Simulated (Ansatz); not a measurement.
# C2H8Cl2N2Si: the cost of one run

Computed with Ansatz 0.2.0, Gaussian basis. Level: one geometry, several basis sets.

Plan: PBE0-D4/def2-SVP; ωB97M-V/def2-SVP; PBE0-D4/def2-QZVPP; ωB97M-V/def2-QZVPP; the functionals' def2-TZVPP values are taken from earlier runs.

## 1. Structure used throughout

All runs share one geometry, relaxed beforehand with PBE0-D4 in a triple-zeta def2 set.

SMILES `CN[Si](Cl)(Cl)NC`, 15 atoms, charge 0, spin multiplicity 1.

Atoms are counted from 1 here; the program's logs count them from 0.

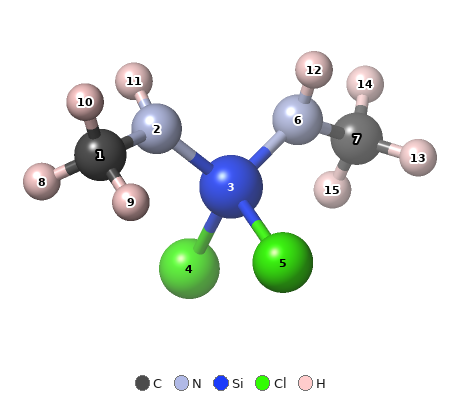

The geometry (carbon dark grey, nitrogen light blue, silicon blue, chlorine green, hydrogen pink); atoms are numbered from 1 in the order of the file.

As a file:

| atom | x (Å) | y (Å) | z (Å) |
| --- | --- | --- | --- |
| C1 | -0.6284 | 1.6097 | -2.1301 |
| N2 | 0.1369 | 0.8676 | -1.1485 |
| Si3 | -0.4484 | -0.2370 | -0.0113 |
| Cl4 | -0.8643 | -2.1251 | -0.7223 |
| Cl5 | -2.2674 | 0.4832 | 0.6333 |
| N6 | 0.7384 | -0.4156 | 1.1784 |
| C7 | 0.8652 | -1.4912 | 2.1412 |
| H8 | -0.7324 | 1.0748 | -3.0807 |
| H9 | -1.6289 | 1.8022 | -1.7424 |
| H10 | -0.1605 | 2.5775 | -2.3284 |
| H11 | 1.1003 | 0.7246 | -1.4134 |
| H12 | 1.1579 | 0.4499 | 1.4843 |
| H13 | 0.3228 | -1.2939 | 3.0725 |
| H14 | 1.9165 | -1.6651 | 2.3847 |
| H15 | 0.4708 | -2.4125 | 1.7122 |

## 2. PBE0-D4 in def2-SVP

in.yaml

```yaml
crystal:
  periodic: [false, false, false]
  atoms:
    - {symbol: C, position_ang: [-0.628379, 1.609725, -2.130115]}
    - {symbol: N, position_ang: [0.136897, 0.867624, -1.148463]}
    - {symbol: Si, position_ang: [-0.448442, -0.237029, -0.011338]}
    - {symbol: Cl, position_ang: [-0.864300, -2.125055, -0.722275]}
    - {symbol: Cl, position_ang: [-2.267442, 0.483173, 0.633288]}
    - {symbol: N, position_ang: [0.738404, -0.415620, 1.178385]}
    - {symbol: C, position_ang: [0.865160, -1.491205, 2.141220]}
    - {symbol: H, position_ang: [-0.732372, 1.074833, -3.080670]}
    - {symbol: H, position_ang: [-1.628879, 1.802177, -1.742421]}
    - {symbol: H, position_ang: [-0.160462, 2.577469, -2.328429]}
    - {symbol: H, position_ang: [1.100257, 0.724634, -1.413400]}
    - {symbol: H, position_ang: [1.157889, 0.449926, 1.484265]}
    - {symbol: H, position_ang: [0.322755, -1.293922, 3.072540]}
    - {symbol: H, position_ang: [1.916479, -1.665119, 2.384702]}
    - {symbol: H, position_ang: [0.470835, -2.412512, 1.712211]}
basis:
  gaussian: {orbitals: def2-SVP}
hamiltonian: {xc: pbe0, dispersion: d4}
output: {orbitals: {seedname: orbitals}}
```

Run with:

```bash
$ ansatz run in.yaml --threads 2 --pin off --events-out ev --progress --plain --max-ram 32768MiB --backend cpu
```

**Question.** How long does this run take on 2 threads of AMD EPYC 7R13, shared host, and how much memory does it need?

About 4.3 s, with a peak of 0.45 GiB.
